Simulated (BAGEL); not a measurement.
# HF/6-31G(d) (density fitting with qzvpp-jkfit, spherical functions) run of CH5ClGe (SMILES [CH3][GeH2][Cl])

What is the vertical singlet–triplet gap of CH5ClGe at HF/6-31G* (density fitting with qzvpp-jkfit, spherical functions)? 

The calculation is run with BAGEL 1.2.2.

4 further runs of the same task are left out: 1 that didn't finish, 3 set aside as unsound or not needed.

## 1. The structure to begin with

CH5ClGe has 8 atoms, charge 0, and is taken as a singlet. As SMILES, `[CH3][GeH2][Cl]`. Geometry: relaxed at PBE0-D4/def2-TZVP.

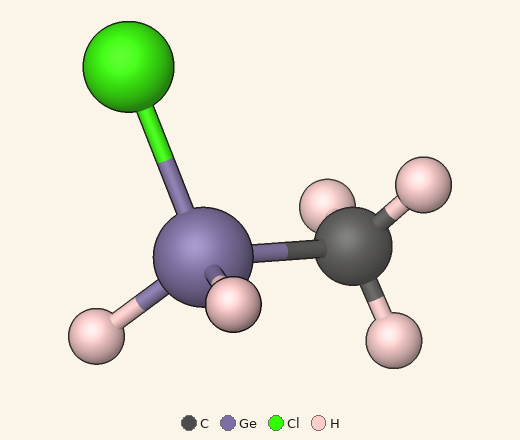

The structure, seen from a chosen angle (carbon dark grey, germanium purple, chlorine green, hydrogen pink).

## 2. A single-point energy at HF/6-31G(d) (density fitting with qzvpp-jkfit, spherical functions)

hf.json reads:

```json
{ "bagel": [

{
  "title": "molecule",
  "basis": "6-31gs.json",
  "df_basis": "qzvpp-jkfit",
  "angstrom": true,
  "geometry": [
    { "atom": "C", "xyz": [   -0.555000,    0.817400,   -0.373800 ] },
    { "atom": "Ge", "xyz": [    0.403000,   -0.782100,    0.161800 ] },
    { "atom": "Cl", "xyz": [    1.611700,   -0.270600,    1.883000 ] },
    { "atom": "H", "xyz": [    0.153800,    1.604500,   -0.630700 ] },
    { "atom": "H", "xyz": [   -1.187600,    1.161200,    0.444500 ] },
    { "atom": "H", "xyz": [   -1.180600,    0.603500,   -1.242400 ] },
    { "atom": "H", "xyz": [    1.379600,   -1.278900,   -0.914600 ] },
    { "atom": "H", "xyz": [   -0.532600,   -1.912100,    0.616400 ] }
  ]
},
{
  "title": "hf"
},
{
  "title": "print",
  "file": "orbitals.molden",
  "orbitals": true
}

]}
```

The basis set 6-31G* is read from a file made from the Basis Set Exchange's data (not shown).

Run with:

```bash
$ BAGEL_NUM_THREADS=1 BAGEL hf.json > hf.out
```

The program printed:

```text
* using 1 threads per process

  ===============================================================
  ===============================================================

  *** Geometry ***

  { "atom" : "C", "xyz" : [     -1.048798,      1.544662,     -0.706380 ] },
  { "atom" : "Ge", "xyz" : [      0.761560,     -1.477955,      0.305758 ] },
  { "atom" : "Cl", "xyz" : [      3.045672,     -0.511360,      3.558354 ] },
  { "atom" : "H", "xyz" : [      0.290640,      3.032066,     -1.191850 ] },
  { "atom" : "H", "xyz" : [     -2.244239,      2.194350,      0.839983 ] },
  { "atom" : "H", "xyz" : [     -2.231011,      1.140450,     -2.347796 ] },
  { "atom" : "H", "xyz" : [      2.607066,     -2.416771,     -1.728344 ] },
  { "atom" : "H", "xyz" : [     -1.006468,     -3.613345,      1.164827 ] },

  Number of auxiliary basis functions:      559

  Since a DF basis is specified, we compute 2- and 3-index integrals:
    o Being stored without compression. Storage requirement is 0.024 GB

  Number of basis functions:       74
  Number of electrons      :       60

    * METHOD: MOLECULE                             0.51

  *** RHF ***

  === Nuclear Repulsion ===
   270.1214696074

      * DIIS with orbital gradients will be used.

  === RHF iteration (6-31gs.json) ===
      0      -2575.30194227          0.01093572           0.09
      1      -2575.36692422          0.00445792           0.09
      2      -2575.37660911          0.00116599           0.08
      3      -2575.37735195          0.00034361           0.08
      4      -2575.37739437          0.00005298           0.08
      5      -2575.37739704          0.00001519           0.08
      6      -2575.37739724          0.00000569           0.08
      7      -2575.37739728          0.00000120           0.08
      8      -2575.37739728          0.00000024           0.08
      9      -2575.37739728          0.00000011           0.08
     10      -2575.37739728          0.00000003           0.08
     11      -2575.37739728          0.00000001           0.08
    * SCF iteration converged.

    * Permanent dipole moment:
           (    0.730051,    -0.010843,     0.907091) a.u.

    * METHOD: HF                                   1.25

    * METHOD: PRINT                                0.01

  ===============================================================
```

Wall time 2.3 s (1 thread of Intel Xeon 6975P-C (Granite Rapids), shared host); peak memory 0.13 GiB.

## 3. The triplet

calc.json reads:

```json
{ "bagel": [

{
  "title": "molecule",
  "basis": "6-31gs.json",
  "df_basis": "qzvpp-jkfit",
  "angstrom": true,
  "geometry": [
    { "atom": "C", "xyz": [      -0.555000,       0.817400,      -0.373800 ] },
    { "atom": "Ge", "xyz": [       0.403000,      -0.782100,       0.161800 ] },
    { "atom": "Cl", "xyz": [       1.611700,      -0.270600,       1.883000 ] },
    { "atom": "H", "xyz": [       0.153800,       1.604500,      -0.630700 ] },
    { "atom": "H", "xyz": [      -1.187600,       1.161200,       0.444500 ] },
    { "atom": "H", "xyz": [      -1.180600,       0.603500,      -1.242400 ] },
    { "atom": "H", "xyz": [       1.379600,      -1.278900,      -0.914600 ] },
    { "atom": "H", "xyz": [      -0.532600,      -1.912100,       0.616400 ] }
  ]
},

{
  "title": "uhf",
  "nopen": 2
},

{
  "title": "print",
  "file": "orbitals.molden",
  "orbitals": true
}

]}
```

The basis set 6-31G* is read from a file made from the Basis Set Exchange's data (not shown).

Run with:

```bash
$ BAGEL_NUM_THREADS=1 BAGEL calc.json > calc.out
```

The program printed:

```text
* using 1 threads per process

  ===============================================================
  ===============================================================

  *** Geometry ***

  { "atom" : "C", "xyz" : [     -1.048798,      1.544662,     -0.706380 ] },
  { "atom" : "Ge", "xyz" : [      0.761560,     -1.477955,      0.305758 ] },
  { "atom" : "Cl", "xyz" : [      3.045672,     -0.511360,      3.558354 ] },
  { "atom" : "H", "xyz" : [      0.290640,      3.032066,     -1.191850 ] },
  { "atom" : "H", "xyz" : [     -2.244239,      2.194350,      0.839983 ] },
  { "atom" : "H", "xyz" : [     -2.231011,      1.140450,     -2.347796 ] },
  { "atom" : "H", "xyz" : [      2.607066,     -2.416771,     -1.728344 ] },
  { "atom" : "H", "xyz" : [     -1.006468,     -3.613345,      1.164827 ] },

  Number of auxiliary basis functions:      559

  Since a DF basis is specified, we compute 2- and 3-index integrals:
    o Being stored without compression. Storage requirement is 0.024 GB

  Number of basis functions:       74
  Number of electrons      :       60

    * METHOD: MOLECULE                             0.25

  *** Open-shell HF ***

  === Nuclear Repulsion ===
   270.1214696074

      * DIIS with orbital gradients will be used.

  === UHF iteration (6-31gs.json) ===
      0      -2574.95988693          0.02305570           0.20
      1      -2575.04886632          0.01180755           0.16
      2      -2575.07323474          0.00607360           0.16
      3      -2575.08370187          0.00223946           0.14
      4      -2575.09000054          0.00206855           0.14
      5      -2575.09432301          0.00202795           0.14
      6      -2575.10024887          0.00190423           0.14
      7      -2575.09966606          0.00553539           0.14
      8      -2575.11265238          0.00080652           0.14
      9      -2575.11298373          0.00021555           0.14
     10      -2575.11297848          0.00021694           0.15
     11      -2575.11304241          0.00008065           0.14
     12      -2575.11305851          0.00002901           0.14
     13      -2575.11306357          0.00001250           0.14
     14      -2575.11306473          0.00000650           0.14
     15      -2575.11306498          0.00000238           0.14
     16      -2575.11306499          0.00000117           0.14
     17      -2575.11306500          0.00000058           0.14
     18      -2575.11306501          0.00000025           0.14
     19      -2575.11306501          0.00000013           0.15
     20      -2575.11306501          0.00000010           0.15
     21      -2575.11306501          0.00000008           0.15
     22      -2575.11306501          0.00000006           0.14
     23      -2575.11306501          0.00000003           0.14
     24      -2575.11306501          0.00000002           0.14
     25      -2575.11306501          0.00000001           0.14
     26      -2575.11306501          0.00000001           0.14
    * SCF iteration converged.

    * S^2 (UHF) is 2.0118

    * Permanent dipole moment:
           (   -0.429593,    -0.511695,    -0.748275) a.u.

    * METHOD: UHF                                  4.10

    * METHOD: PRINT                                0.01

  ===============================================================
```

Run time: 4.8 s. Hardware: 1 thread of Intel Xeon 6975P-C (Granite Rapids), shared host; peak memory 0.13 GiB.

## 4. What came out

At HF/6-31G* (density fitting with qzvpp-jkfit, spherical functions):

| quantity | value |
| --- | --- |
| singlet: total energy | -2575.37740 Eh |
| singlet: dipole moment | 2.96 D |
| singlet: HOMO energy | -11.59 eV |
| singlet: LUMO energy | 3.21 eV |
| singlet: HOMO–LUMO gap | 14.81 eV |
| triplet: total energy | -2575.11307 Eh |
| triplet: dipole moment | 2.55 D |
| triplet: ⟨S²⟩ | 2.012 |
| vertical energy of the triplet above the singlet | 7.193 eV |

In words: At this shape the triplet lies 7.19 eV (694 kJ/mol) above the singlet.
